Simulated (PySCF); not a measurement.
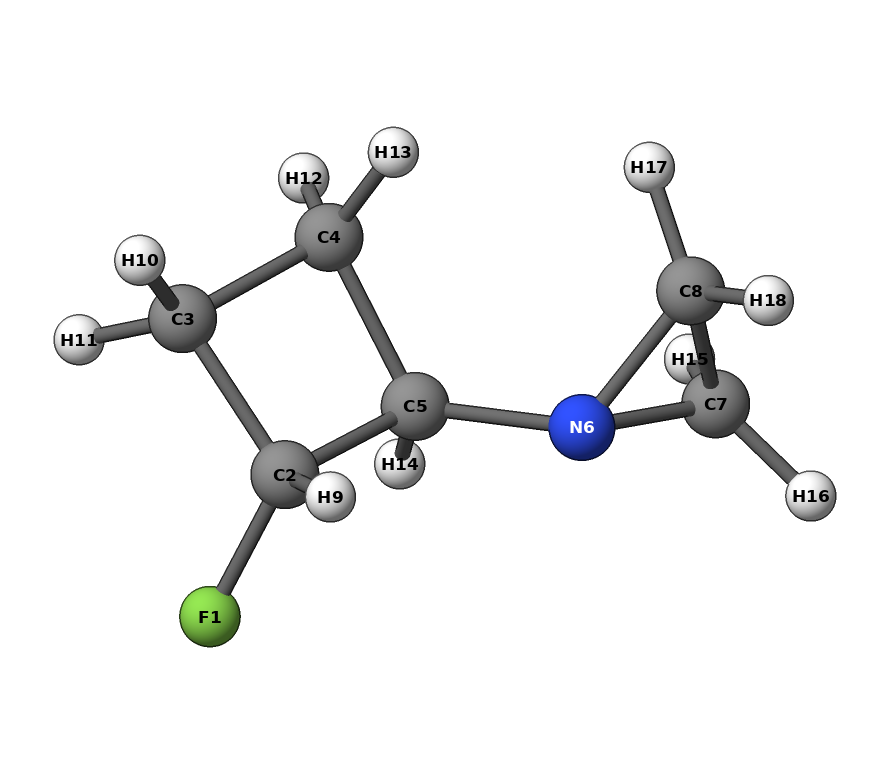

The questions are on isotropic NMR shieldings of the C atoms. Geometry: an image of a reaction path computed with GFN2-xTB, not a minimum. Method: GIAO PBE0/pcSseg-1 NMR shielding, non-relativistic, gas phase (PySCF 2.14.0).

**Which C atom is the most shielded (lowest chemical shift)?**

C4 (171.1 ppm).

**Which C atom is the least shielded (highest chemical shift)?**

C2 (88.1 ppm).

**How wide is the range of C shifts?**

83.0 ppm.

List the isotropic NMR shieldings of the C atoms.

```tsv
atom	σ (ppm)
C2	88.1
C3	162.5
C4	171.1
C5	119.4
C7	158.8
C8	161.6
```
